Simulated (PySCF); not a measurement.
# CH$_{6}$Ge, SMILES `C[GeH3]`: electronic structure

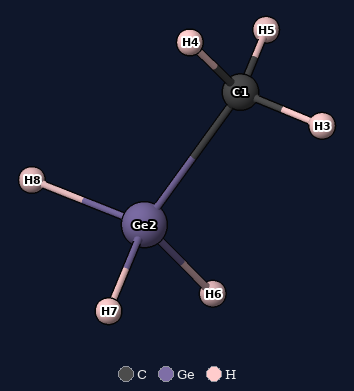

The molecule, with its atoms numbered as below. No frequency check shows the geometry to be a minimum.

Geometry (Å), atoms numbered from 1:

```
C1      -1.5689    0.0002    0.0000
Ge2      0.3897   -0.0001   -0.0001
H3      -1.9547   -0.5836    0.8320
H4      -1.9546   -0.4284   -0.9220
H5      -1.9543    1.0130    0.0894
H6       0.9345    0.5884    1.2607
H7       0.9341   -1.3865   -0.1207
H8       0.9378    0.8007   -1.1355
```

## 1. Bonding charge

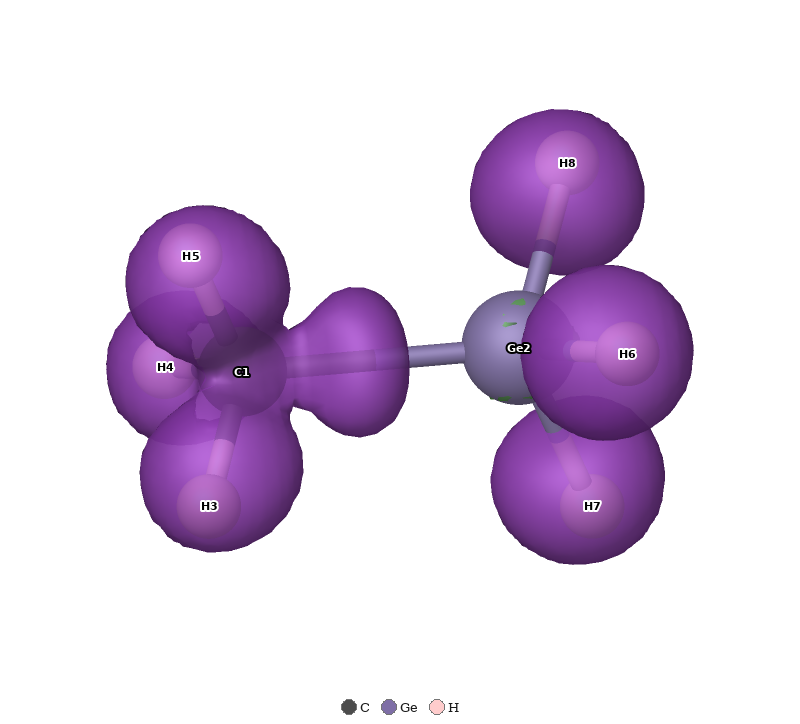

Deformation density (molecule less spherical, spin-averaged free atoms at the same positions), surfaces at ±0.1 e/Å³; purple: gain, green: loss.

PySCF calculation, PBE0/def2-TZVP, gas phase; geometry: GFN2-xTB.

> How much density has each bond gained at its critical point, relative to the free atoms?

C1–H3, C1–H5 and C1–H4: +0.69 e/Å³ at the bond critical point (bond length 1.09 Å, Mayer order 1.0). Ge2–H8, Ge2–H7 and Ge2–H6: +0.27 e/Å³ at the bond critical point (bond length 1.49 Å, Mayer order 1.0). C1–Ge2: +0.20 e/Å³ at the bond critical point (bond length 1.96 Å, Mayer order 1.0). In all, 1.7 electrons gather in the regions of gain relative to the promolecule.

> Where do the Hirshfeld charges lie?

The highest Hirshfeld charge is on Ge2 (+0.30 e), the lowest on C1 (−0.20 e).

```tsv
atom	charge (e)
C1	−0.20
Ge2	+0.30
H3	+0.04
H4	+0.04
H5	+0.04
H6	−0.07
H7	−0.07
H8	−0.07
```

## 2. Bond critical points

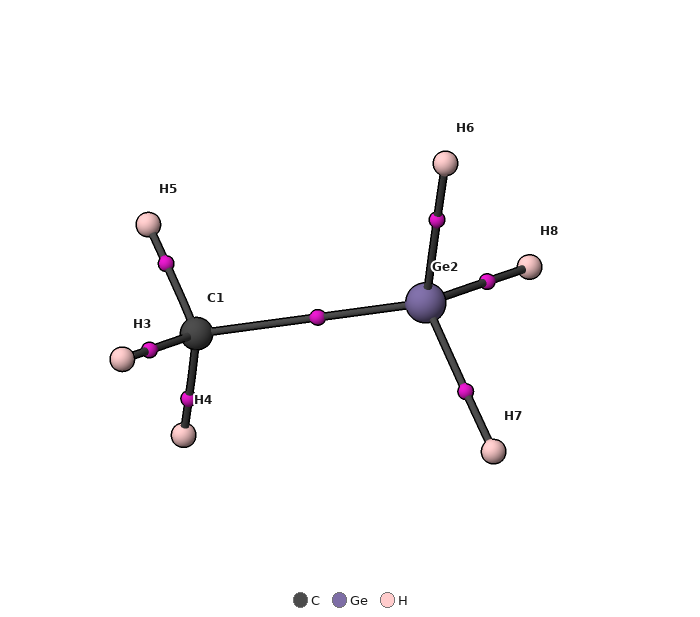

Molecular graph of the electron density (QTAIM): bond paths, bond critical points (magenta), ring points (cyan, if any); weak paths are dashed.

> How many critical points of each kind are there, and does the count close?

8 nuclei, 7 bond, 0 ring and 0 cage critical points: 8 − 7 + 0 − 0 = 1, as the Poincaré–Hopf relation requires.

> Tabulate density, Laplacian, ellipticity and energy density at the bond critical points (atomic units).

```
            bond  length (Å)  ρ (a.u.)  ∇²ρ (a.u.)     ε  H (a.u.)
 C1–H3 (3 alike)       1.087     0.276       −0.93  0.01    −0.278
Ge2–H8 (3 alike)       1.494     0.143       +0.10  0.01    −0.086
          C1–Ge2       1.959     0.126       +0.09  0.00    −0.063
```

> What kind of interaction is C1–H3?

Shared-shell (covalent): ρ = 0.276, ∇²ρ = −0.93, H = −0.278 a.u.

## 3. Electrostatic potential

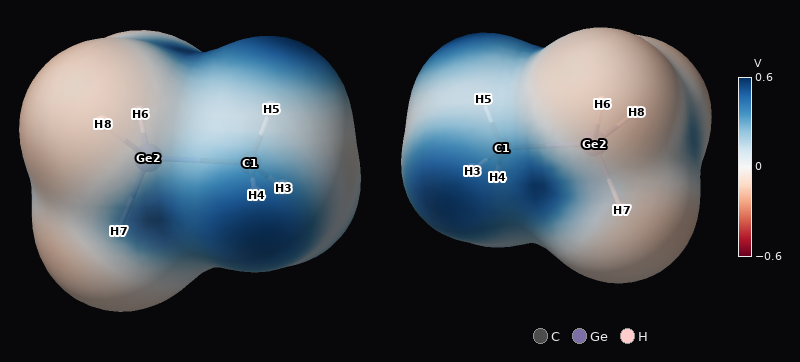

Electrostatic potential on the surface of electron density 0.001 a.u. (back view left, front view right).

> Where are the extremes of the potential on the surface?

Highest: 0.58 V, 1.9 Å from H3, and at like points elsewhere. Lowest: −0.15 V, 1.6 Å from H6, and at like points elsewhere. The surface is sampled at points, so like sites can differ by a few per cent and only the strongest of them is named.

## 4. Excited states

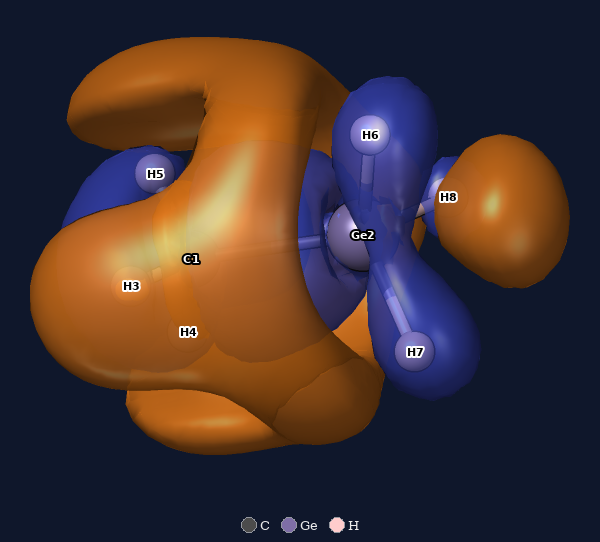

Unrelaxed difference density of S₁ less the ground state (full linear response singlet states), ±0.01 e/Å³; orange: gain, blue: loss.

Computed with PySCF, PBE0/def2-SVP, geometry: GFN2-xTB. Without diffuse functions Rydberg states are missing, so the states' numbers hold for this basis only.

> How does the charge move on excitation?

0.70 e is displaced in all, of which about 0.2 e passes between atoms: C1 (0.25 e) loses electrons and H3, H4 and H5 (0.07 e each) gain them. The state: 9.13 eV (136 nm), f = 0.201 (bright), partly diffuse acceptor orbital, which a basis without diffuse functions describes poorly; the leading pair carries 98 %; hole on C1 (41 %), Ge2 (32 %) and H4, H5, H6, H7 and H8 (5 % each), electron on Ge2 (34 %), C1 (17 %) and H3, H4 and H5 (11 % each) (atom shares of so diffuse an orbital are rough); their centroids lie 0.1 Å apart; S₂ and S₃ lie within 0.1 eV of it.

## 5. Removing or adding an electron

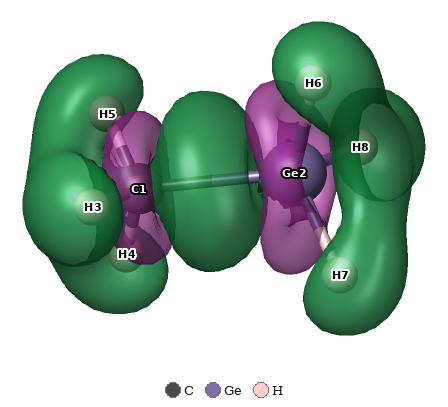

Fukui function f⁻ = ρ(N) − ρ(N−1) at fixed geometry, surfaces at ±0.02 e/Å³ (green positive, purple negative).

Computed with PySCF, CAM-B3LYP/def2-SVPD, geometry: GFN2-xTB.

> On which atoms does the density change most on removal of an electron?

f⁻ (Hirshfeld-condensed) is largest on Ge2 (0.24) and C1 (0.22); the vertical ionisation energy is 11.43 eV. Condensed values hint at sites of electrophilic attack but needn't mark the atom that reacts. Shares this close don't rank the sites. Orbital relaxation makes it negative in places (0.20 e in all).

| atom | f⁻ | charge |
| --- | --- | --- |
| C1 | +0.22 | −0.20 |
| Ge2 | +0.24 | +0.32 |
| H3 | +0.09 | +0.04 |
| H4 | +0.09 | +0.04 |
| H5 | +0.09 | +0.04 |
| H6 | +0.09 | −0.08 |
| H7 | +0.09 | −0.08 |
| H8 | +0.09 | −0.08 |

## 6. Localised orbitals

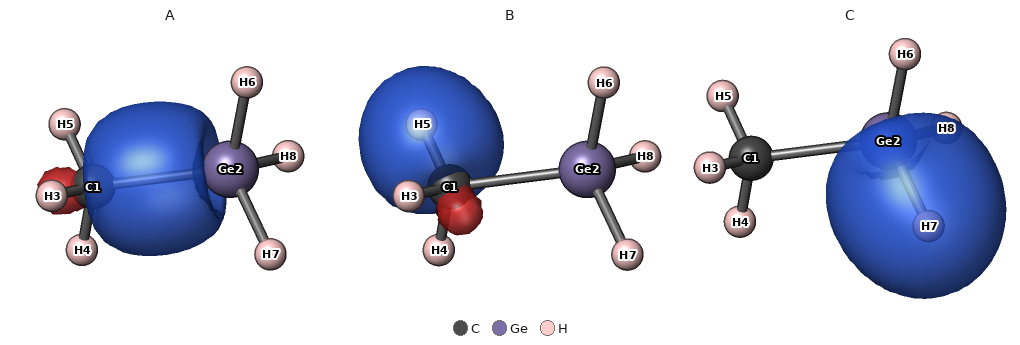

Pipek–Mezey orbitals, occupied; each surface holds about 80 % of the orbital's density. Energies are diagonal elements of the Fock matrix.

Method: B3LYP/cc-pVTZ; geometry: GFN2-xTB; program: PySCF.

> What does each orbital represent in a Lewis picture?

By panel:
- A: σ bond C1–Ge2 (C1 59 %, Ge2 40 %; −11.4 eV)
- B: σ bond C1–H5 (C1 56 %, H5 44 %; −13.1 eV)
- C: σ bond H7–Ge2 (H7 53 %, Ge2 46 %; −10.9 eV)

## 7. Stretching a bond

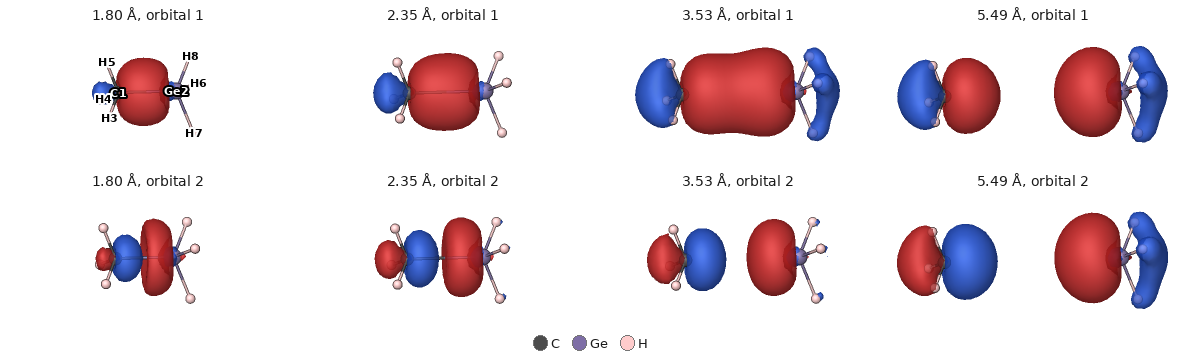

Rigid stretch of the C1–Ge2 bond. The two CASSCF(2,2) natural orbitals nearest half filling (orbital 1 the more occupied).

Level of theory: 6-311G** basis (PySCF), at a geometry from GFN2-xTB.

> How do the occupations change along the stretch?

1.80 Å: 1.99 and 0.01; 2.35 Å: 1.95 and 0.05; 3.53 Å: 1.55 and 0.45; 5.49 Å: 1.05 and 0.95. At the longest distance computed (5.49 Å) they are 1.05 and 0.95, and the effective number of unpaired electrons is 2.0.

> Where does the UHF solution part from RHF?

Between 2.35 Å (⟨S²⟩ = 0, the two coincide) and 2.65 Å (⟨S²⟩ = 0.18); at 5.49 Å ⟨S²⟩ is 1.01 and UHF lies 4.4 eV below RHF.

> How much energy does the stretch cost?

By CASSCF, 3.3 eV from the lowest point of the scan (1.96 Å) to 5.49 Å; RHF gives 7.3 eV from its own lowest point. The fragments aren't relaxed and dynamic correlation is missing, so this isn't a bond dissociation energy.

The PySCF runs shown took 16 s, 2.6 min, 3.2 min, 22 s and 9.8 min on 1 thread of Arm Neoverse N1, on a shared host.
